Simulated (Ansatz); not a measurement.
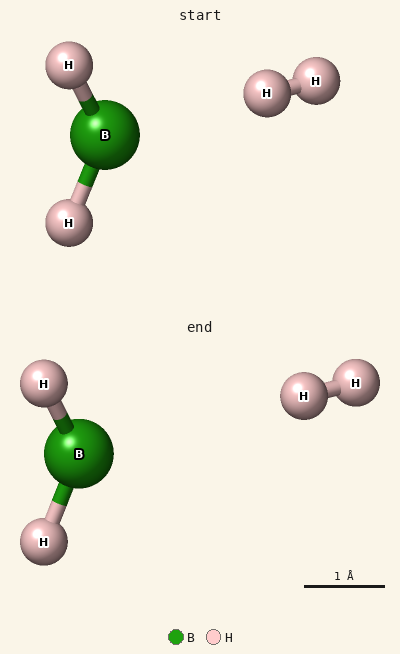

The structure of BH4 (multiplicity 2) before (top) and after (bottom) a relaxation, at one scale.

A ball-and-stick model, seen at a tilt.

The run prepares an end point of a later path (reaction) calculation, from a guessed geometry.

Theory: Ansatz, UKS BLYP/def2-SVP. Settings: collinear spin; force threshold 0.03 eV/Å; at most 50 steps.

Q: Describe what moved and what it gained.

A: After 5 geometry steps the energy has fallen by 8.95 kJ/mol. The largest force component goes from 2 to 0.0053 eV/Å. The largest move after the best rigid fit is that of an H atom, 0.59 Å. Largest moves by element: H 0.59 Å, B 0.38 Å. Near-neighbour distances that change, for instance: H–H 0.725 → 0.768 Å.

Limits of the set-up: the start holds two separate molecules, 2.4 Å apart at their closest, whose relative position is a soft coordinate and is computed without a dispersion correction.
